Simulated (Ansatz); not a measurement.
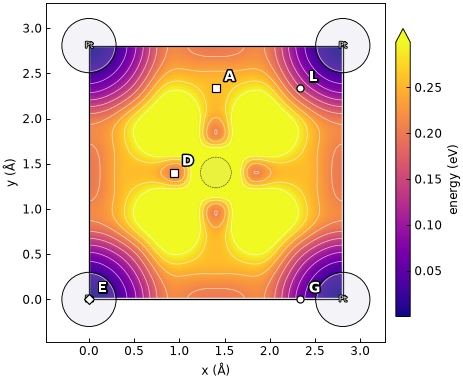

Cl on a Pt(100) slab cut from the Fm-3m phase, its upper half relaxed before the scan (3 atoms of substrate and one adsorbate in a 1 × 1 cell). Cl is moved over the surface cell; relaxed at each place: the height of the adsorbate's atoms and the top layer of the substrate; the origin of the map has the adsorbate above Pt3. Places are given modulo a cell vector. The map is drawn in real space over the plane of the surface. The grid has 6 × 6 points; 12 points were computed and 24 follow by symmetry. Energies: eV, counted from the lowest grid point. With one adsorbate in each 1 × 1 cell, its nearest image is 2.8 Å away, so neighbouring adsorbates interact. These are results of DFT PBE, scalar-relativistic, plane waves, PAW (Ansatz), not measurements. Settings: cutoff 420 eV, k-mesh 9×9×1, gaussian smearing 0.1 eV, no spin polarisation.

Drawn: a smooth colour map with a few white contour lines, labelled circles for the atoms of the top layer and small ones for the second layer, the outline of one cell of the plane, one colour for all values above the top of the scale, lettered points. Between grid points the surface is interpolated.

**What kind of point is each of A, D, E, L: minimum, saddle, maximum or slope?**

A: saddle point; D: minimum; E: minimum; L: on a slope. (In these two coordinates alone; a stationary point may lie a little off the grid point.)

**Rank the lettered points by energy, lowest first.**

E (0.000 eV), G (0.073 eV), L (0.151 eV), D (0.209 eV), A (0.256 eV).

PAW datasets: the set soft_1.
